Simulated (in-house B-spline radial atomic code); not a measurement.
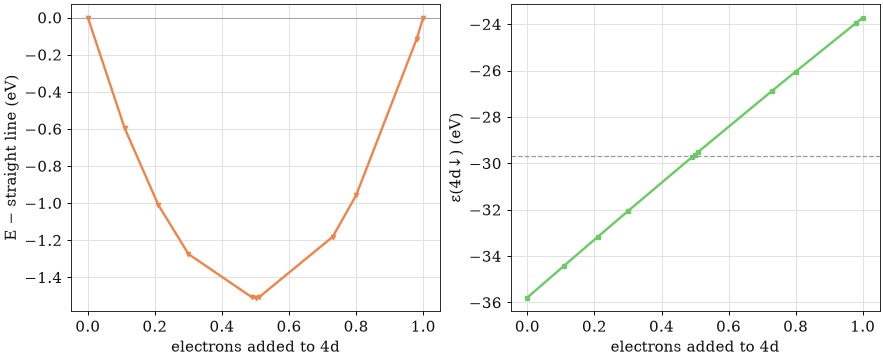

The calculation used an in-house B-spline radial code at this level: scalar-relativistic (spin-free one-electron X2C) r2SCAN0, spin-polarised, spherical fractional occupations, Fermi nucleus, basis-set limit. The occupation of the 4d shell is varied from Rh³⁺ ([Kr] 4d6 (high spin)) to Rh²⁺ ([Kr] 4d7 (high spin)), with spherical fractional occupations. The plot shows the total energy less the straight line between the end points, and the eigenvalue of 4d↓ (the dashed line is minus the energy to take the whole electron out).

> Describe the curve.

The curve is convex (below the straight line), with the largest deviation among the points computed, −1.51 eV, at 0.5. The end points differ by 29.7 eV, the energy to take the electron out. The eigenvalue, which is the slope of the energy (Janak's theorem), moves from −35.8 eV at 0 to −23.7 eV at 1; for a straight line it would stay constant, and a parabola would sag by an eighth of this change, scaled to a whole electron, 1.51 eV. Convexity is the mark of the delocalisation error, which puts fractional charges too low; for p, d and f shells the spherical spreading of the fraction adds to it. Exact exchange at spherical fractional occupations leaves self-interaction in partly filled shells, which adds to the curvature.
